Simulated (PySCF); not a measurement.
# Cr2O7: the cost of one run

The runs use PySCF 2.14.0, with density-fitted response routines of our own; the level of theory stands in each step. All values are computed, except where a source is named. Atoms count from 0, in the outputs and in this text.

### 1 The starting structure

9 atoms, charge -2, multiplicity 1; geometry from: GFN2-xTB.

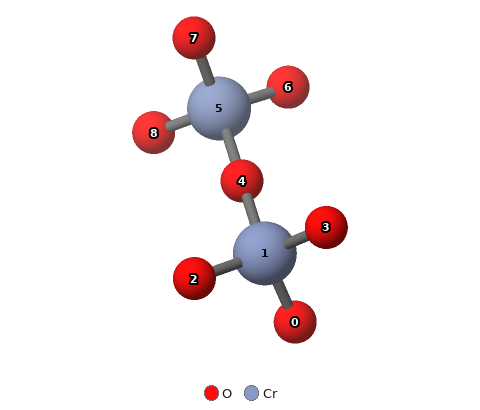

As it starts; oxygen red, chromium light blue, atoms numbered; sticks join atoms by distance.

### 2 Optimising the geometry at PBE0-D3(BJ)/def2-SVP

Job settings and geometry (Å):

```
{"job": {"xc": "PBE0", "basis": "def2-SVP", "d3": "d3bj", "grid": 2, "kind": "geom"}, "charge": -2, "multiplicity": 1}
O      2.489600    -0.655150    -1.000950
Cr     1.587220    -0.725290     0.307260
O      1.425370    -2.250170     0.730940
O      2.331840     0.050690     1.479580
O      0.000030     0.000340     0.000680
Cr    -1.587170     0.725370    -0.307360
O     -1.420640     2.218860    -0.829250
O     -2.452410     0.747770     1.027490
O     -2.373760    -0.112010    -1.407820
```

Q: Estimate the wall time of this first job on 8 threads of Arm Neoverse V2, shared host.

About 92 s.
